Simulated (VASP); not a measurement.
Band structure of CdTe (space group F-43m). These are modified Becke-Johnson potential (mBJ) with spin-orbit coupling, VASP's PBE PAW potentials (set 64) (plane waves; VASP) values and carry that method's errors.

mBJ is a potential without an energy functional, so only the levels count.

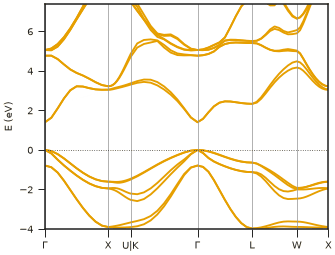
Fig. 1. Bands along high-symmetry lines, zero at the valence-band maximum or, without a gap, the Fermi level

Problem. Read the plot: is there a gap, and where are the band edges?

Solution. The gap is direct, 1.40 eV, from the valence maximum at Γ to the conduction minimum at Γ.

The structure comes from a computed database's CdTe entry (F-43m); how it stands against other phases isn't given here. It was relaxed first. The cell's shape comes from a PBE relaxation.
